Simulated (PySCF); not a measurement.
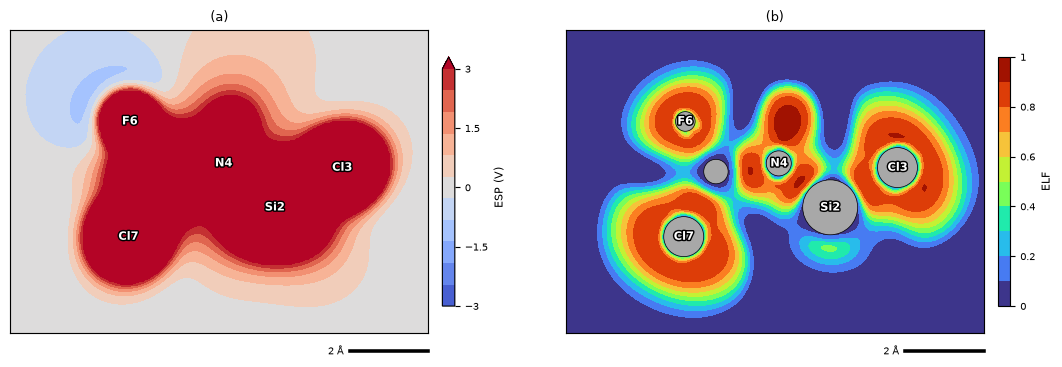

The picture shows: Cl₂F₂H₃NSi₂. (a) electrostatic potential; (b) ELF on the plane of atoms Cl3, Si2 and N4. Grey discs cover the atomic cores in the ELF map.

Geometry: GFN2-xTB.

All numbers below come from PySCF 2.14.0, CAM-B3LYP/pcSseg-1, SCF density, in a dichloromethane solvent model, non-relativistic.

```json
{"atom": "F", "x (Å)": "-1.5532", "y (Å)": "0.9803", "z (Å)": "1.2117"}
{"atom": "Si", "x (Å)": "-1.4458", "y (Å)": "-0.4041", "z (Å)": "0.4033"}
{"atom": "Cl", "x (Å)": "-3.0228", "y (Å)": "-0.5781", "z (Å)": "-0.7972"}
{"atom": "N", "x (Å)": "-0.0257", "y (Å)": "-0.2612", "z (Å)": "-0.5582"}
{"atom": "Si", "x (Å)": "1.4661", "y (Å)": "0.5181", "z (Å)": "-0.1728"}
{"atom": "F", "x (Å)": "2.4437", "y (Å)": "0.0136", "z (Å)": "-1.3466"}
{"atom": "Cl", "x (Å)": "2.1623", "y (Å)": "-0.1226", "z (Å)": "1.5711"}
{"atom": "H", "x (Å)": "-1.3770", "y (Å)": "-1.4246", "z (Å)": "1.4252"}
{"atom": "H", "x (Å)": "-0.0593", "y (Å)": "-0.6744", "z (Å)": "-1.4768"}
{"atom": "H", "x (Å)": "1.4207", "y (Å)": "1.9577", "z (Å)": "-0.2822"}
```

> Interpret the plot.

- Atoms in the plane: Si, Cl, N and F.
- Si–N (1.72 Å): the ELF peaks at about 0.90 between the atoms; a polar covalent bond.
- Si–Cl (1.99 Å): the ELF peaks at about 0.90 between the atoms; a shared but strongly polarised pair.
- The ELF also peaks beside Cl7, Cl3 and F6, away from the bonds: lone-pair regions.
- Outside the dense part of the molecule the potential is most negative (−1.0 V) near F6.
